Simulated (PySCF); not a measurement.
```xyz
18

F     2.5024   -1.4574   -0.1691
C     1.3264   -0.8123    0.1643
C     0.2257   -1.3262   -0.6653
C    -1.1881   -0.9389   -0.4631
C    -1.4093    0.1636    0.5737
C    -0.6645    1.4660    0.2557
O     0.6693    1.4960    0.7190
C     1.5703    0.7165   -0.0095
H     1.1719   -0.9966    1.2405
H     0.4864   -1.9446   -1.5057
H    -1.7732   -1.8220   -0.1654
H    -1.6133   -0.6176   -1.4242
H    -2.4777    0.3827    0.6193
H    -1.0968   -0.1765    1.5623
H    -1.1461    2.2983    0.7754
H    -0.6939    1.6616   -0.8264
H     2.5619    0.9486    0.3876
H     1.5399    0.9651   -1.0806
```

Geometry: GFN2-xTB.

Theory: PySCF, UKS B3LYP, pcH-1 on C F H O, non-relativistic, mean-field spin-orbit, GIAO.

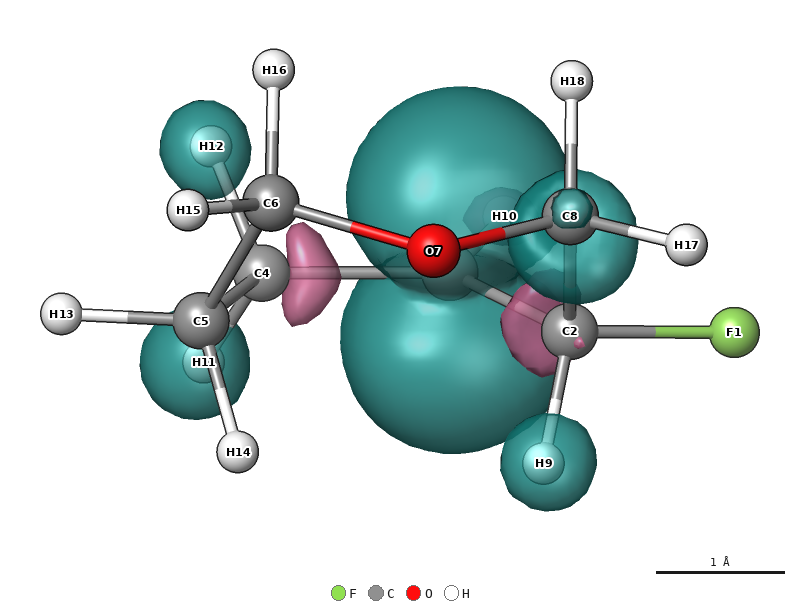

C$_{6}$H$_{10}$FO (doublet). Isosurfaces of the spin density (α minus β) at +0.03 (teal) and −0.03 e/Å³ (pink), seen from one side.

> Which atoms carry the spin?

The unpaired spin (1 electron) lies mostly on C3 (about 0.7), in electrons by Hirshfeld's partition.
